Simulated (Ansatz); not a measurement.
```json
{"atom": "Al", "x (Å)": "0.0252", "y (Å)": "-0.1193", "z (Å)": "-0.1306"}
{"atom": "H", "x (Å)": "0.0325", "y (Å)": "-0.1125", "z (Å)": "1.4667"}
{"atom": "N", "x (Å)": "1.5776", "y (Å)": "-0.1181", "z (Å)": "-0.9834"}
{"atom": "H", "x (Å)": "1.7103", "y (Å)": "-0.1114", "z (Å)": "-1.9878"}
{"atom": "H", "x (Å)": "2.4761", "y (Å)": "-0.0484", "z (Å)": "-0.5199"}
{"atom": "N", "x (Å)": "-1.5314", "y (Å)": "-0.2374", "z (Å)": "-0.9676"}
{"atom": "H", "x (Å)": "-2.4273", "y (Å)": "-0.2547", "z (Å)": "-0.4943"}
{"atom": "H", "x (Å)": "-1.6751", "y (Å)": "-0.2332", "z (Å)": "-1.9706"}
{"atom": "Cl", "x (Å)": "-0.0278", "y (Å)": "2.9409", "z (Å)": "1.5680"}
{"atom": "H", "x (Å)": "-0.0003", "y (Å)": "1.6745", "z (Å)": "1.8574"}
```

Computed with Ansatz 0.2.0, RKS PBE0/def2-SVP.

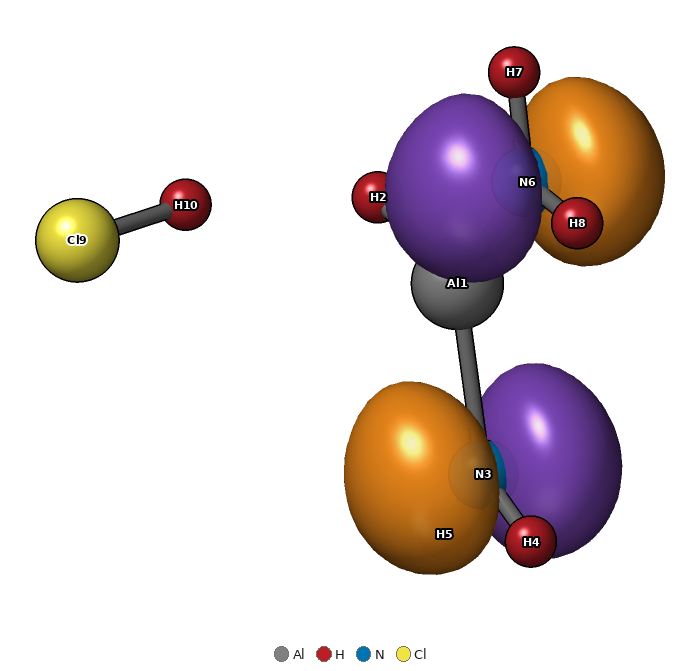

AlH$_{5}$N$_{2}$···HCl. The HOMO at ±0.15 Å⁻³ᐟ² (orange and purple are the two phases), seen at a tilt.

> Where does this orbital lie, and at what energy?

It lies mainly on N6 (about 40 %) and N3 (about 40 %); largely a combination of lone pairs on N6 and N3. Its energy is −6.80 eV.
